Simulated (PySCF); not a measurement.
## C3H12N2Si: NMR shielding calculation

System: C3H12N2Si.
Method: GIAO PBE0/pcSseg-1 NMR shielding, non-relativistic, gas phase (PySCF 2.14.0).

The geometry comes from this level: PBE0-D3(BJ)/def2-SVP. Figures and captions count atoms from 1; the log counts them from 0 in places.

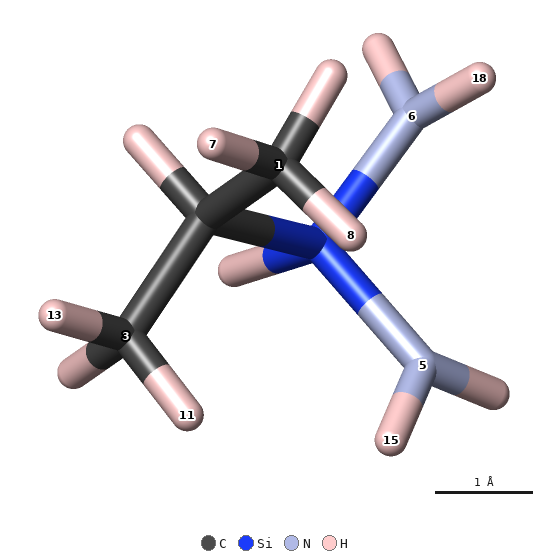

The structure as given in the input (stick view, seen at a tilt; atoms are numbered from 1 in the order of the input).

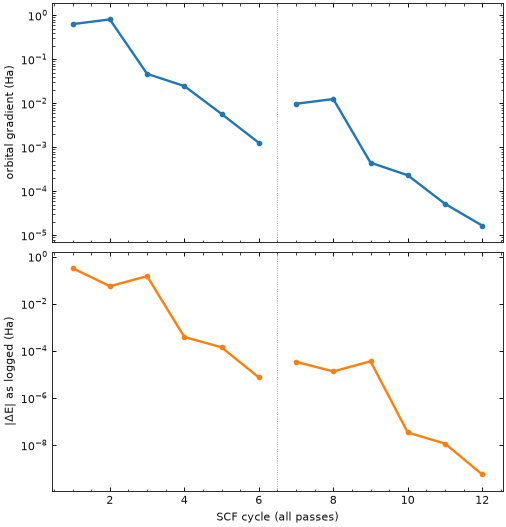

Convergence of the self-consistent field: orbital gradient and size of the energy change against the SCF cycle. The dotted line marks the change from a coarse to the final integration grid. The first 6 cycles use a coarse grid, the final grid takes over at cycle 7, and the field converges after 12 cycles in all.

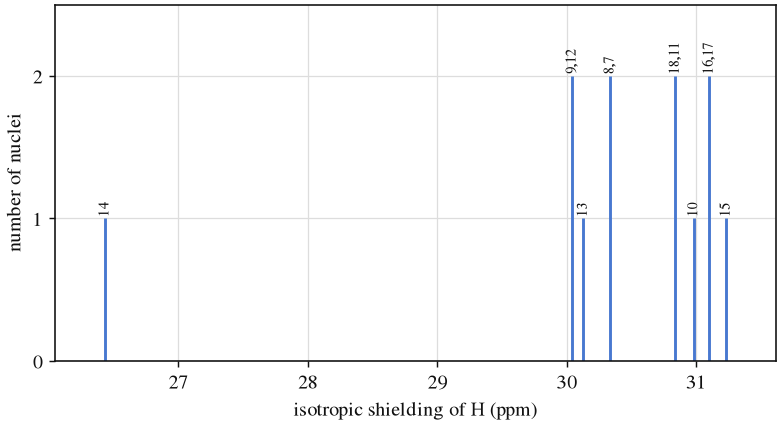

Isotropic shieldings of the hydrogen nuclei in this fixed geometry, labelled by atom number; shielding grows to the right, so chemical shift grows to the left. The least shielded is H14 (26.4 ppm), the most shielded H15 (31.2 ppm).

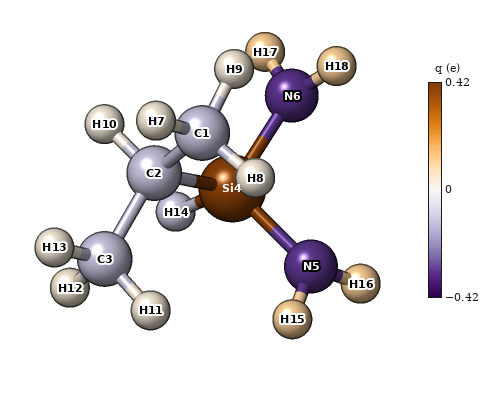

Hirshfeld charges, as the colour of each atom (ball-and-stick view, seen at a tilt; atoms are numbered from 1 in the order of the input). By element: C −0.12, Si +0.40, N −0.32 and H −0.11 to +0.12 e.

The input and output of the run follow.

### Input
```
{"job": {"kind": "nmr", "xc": "PBE0", "basis": "pcSseg-1"}, "charge": 0, "multiplicity": 1}
C     -1.551141     0.689869     0.166637
C     -0.640891    -0.067067    -0.797405
C     -1.036851    -1.536524    -0.930011
Si     1.186311     0.145689    -0.345630
N      1.393338    -0.599219     1.203678
N      1.760579     1.767012    -0.181117
H     -2.612145     0.610989    -0.126204
H     -1.457762     0.296436     1.192072
H     -1.295447     1.760931     0.204098
H     -0.727803     0.399711    -1.797831
H     -0.988713    -2.057926     0.041452
H     -0.381691    -2.080725    -1.629566
H     -2.072549    -1.645491    -1.294953
H      1.990686    -0.414358    -1.487551
H      0.902562    -1.458165     1.423095
H      2.304791    -0.579807     1.647199
H      2.091542     2.282262    -0.987169
H      1.392540     2.381160     0.535772
```

The first line tells a small driver script what to run in PySCF; the rest is the geometry in Å.

Launched with:
```bash
OMP_NUM_THREADS=1 python <driver script> task.json out
```

### Output
```
coarse grid: 14448 points
cycle   1  E = -520.0464445561  dE =  3.211e-01  |g| = 6.335e-01  |ddm| = 3.578e+00
cycle   2  E = -519.9908531799  dE =  5.559e-02  |g| = 8.120e-01  |ddm| = 1.226e+00
cycle   3  E = -520.1385112307  dE = -1.477e-01  |g| = 4.696e-02  |ddm| = 7.538e-01
cycle   4  E = -520.1389005843  dE = -3.894e-04  |g| = 2.481e-02  |ddm| = 7.011e-02
cycle   5  E = -520.1390427808  dE = -1.422e-04  |g| = 5.753e-03  |ddm| = 2.524e-02
cycle   6  E = -520.1390503158  dE = -7.535e-06  |g| = 1.272e-03  |ddm| = 6.083e-03
final grid: 132000 points
cycle   7  E = -520.1678453918  dE = -3.445e-05  |g| = 9.789e-03  |ddm| = 2.669e-02
cycle   8  E = -520.1678318701  dE =  1.352e-05  |g| = 1.256e-02  |ddm| = 1.821e-02
cycle   9  E = -520.1678681153  dE = -3.625e-05  |g| = 4.488e-04  |ddm| = 1.006e-02
cycle  10  E = -520.1678681501  dE = -3.475e-08  |g| = 2.320e-04  |ddm| = 6.148e-04
cycle  11  E = -520.1678681618  dE = -1.172e-08  |g| = 5.206e-05  |ddm| = 2.179e-04
cycle  12  E = -520.1678681624  dE = -5.774e-10  |g| = 1.665e-05  |ddm| = 6.271e-05
converged SCF energy = -520.1678681624

GIAO shielding tensors (ppm)
atom      isotropic    diamagn.    paramagn.     s11        s22        s33       span
  0 C      167.885     248.297     -80.413    157.925    160.484    185.245     27.320
  1 C      164.885     254.048     -89.164    156.689    164.845    173.120     16.431
  2 C      166.345     247.337     -80.992    156.585    156.776    185.675     29.091
  3 Si     370.185     880.232    -510.048    325.522    380.170    404.862     79.340
  4 N      251.198     318.875     -67.677    219.681    259.008    274.905     55.224
  5 N      247.317     319.364     -72.047    208.621    262.523    270.806     62.185
  6 H       30.339      30.308       0.031     25.928     27.802     37.286     11.358
  7 H       30.328      31.862      -1.534     26.005     29.646     35.331      9.325
  8 H       30.029      31.601      -1.572     24.823     29.045     36.218     11.394
  9 H       30.980      33.234      -2.255     26.954     29.317     36.668      9.714
 10 H       30.842      31.521      -0.678     26.606     30.023     35.897      9.292
 11 H       30.052      30.047       0.005     25.593     27.779     36.784     11.191
 12 H       30.127      29.516       0.610     25.696     27.533     37.152     11.456
 13 H       26.433      29.964      -3.531     23.236     24.367     31.696      8.460
 14 H       31.230      32.901      -1.671     22.840     29.477     41.374     18.535
 15 H       31.085      29.985       1.100     23.604     26.869     42.783     19.179
 16 H       31.112      30.461       0.651     24.183     26.075     43.079     18.895
 17 H       30.832      32.050      -1.218     24.050     27.295     41.150     17.100
```

### Results in brief

- outcome: converged
- total energy: −520.167868 hartree
- HOMO: −6.84 eV
- LUMO: 1.14 eV
- dipole moment: 0.36 D
- isotropic shielding, C: 164.9 to 167.9 ppm
- isotropic shielding, Si: 370.2 ppm
- isotropic shielding, N: 247.3 to 251.2 ppm
- isotropic shielding, H: 26.4 to 31.2 ppm
- hardware: 1 CPU thread, shared host
- wall time: 26 s
- peak memory: 0.84 GiB
